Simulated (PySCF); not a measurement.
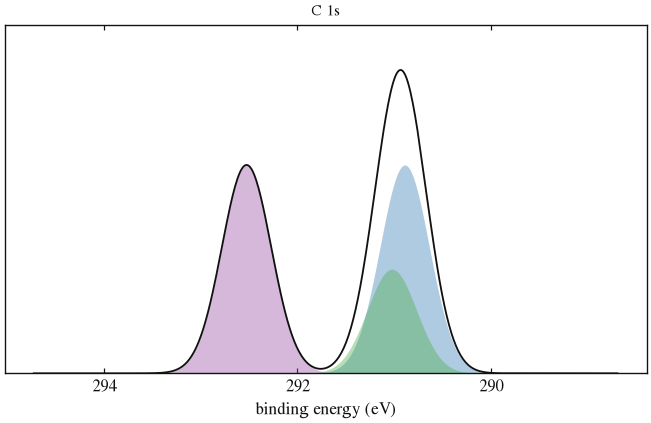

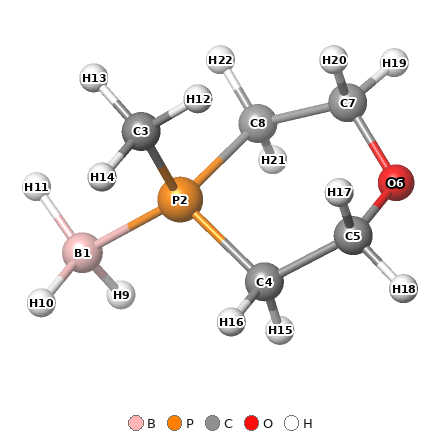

Simulated XPS of C₅H₁₄BOP, SMILES [BH3-][P+]1(C)CCOCC1. Vertical core-electron binding energies by ΔSCF (SCAN, pcX-2 on the ionised atom, pcseg-1 elsewhere, spin-free X2C; PySCF 2.14.0, at a PBE0-D3(BJ)/def2-SVP geometry (no frequency check)), gas phase, against the vacuum level. One atom of each kind was ionised; within a panel, areas follow the number of like atoms, Gaussians of 0.6 eV full width. Only the regions named are shown. Lines closer than the width merge in the curve. The order of lines from different atoms under 0.3 eV apart is within the error of the method.

Which atoms give which peak?

Answer.
```tsv
level	atoms	binding energy (eV)
C 1s	C5, C7	292.5
C 1s	C3	291.0
C 1s	C4, C8	290.9
```

How large is the chemical shift across the C 1s region?

Answer. 1.6 eV, from C4, C8 at 290.9 eV to C5, C7 at 292.5 eV.

Caveats: one conformer of a flexible molecule.
